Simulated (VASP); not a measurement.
Here is the system:

```
CELL_PARAMETERS angstrom
      2.64085     0.00000     0.00000
     -1.32042     2.28704     0.00000
      0.00000     0.00000     5.09517
ATOMIC_POSITIONS crystal
  Mn 0.00000 0.00000 0.00000
  Mn 0.00000 0.00000 0.50000
  C  0.33333 0.66667 0.25000
  C  0.66667 0.33333 0.75000
```

All values below come from PBEsol GGA, VASP's PBE PAW potentials (set 64) (plane waves; VASP 6.6.1). Settings: 520 eV cut-off, 15×15×7 Γ-centred mesh, tetrahedra with Blöchl corrections, potentials Mn_pv C.

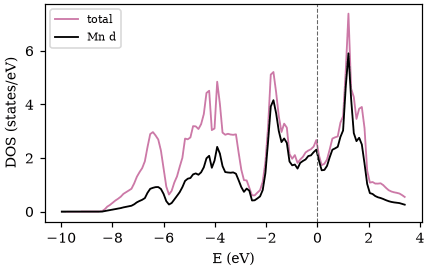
*Total and projected density of states, zero at the Fermi level*

Within 2 eV below the Fermi level the largest weight inside VASP's projection spheres is Mn d.

It has no gap at this level: it comes out as a metal or semimetal.

The structure was generated: MnC was put into the NiAs type type (P6_3/mmc), which need not be its known phase. It was relaxed first, which changed the volume by -36 %. The run is not spin-polarised, so no magnetic state was tried.
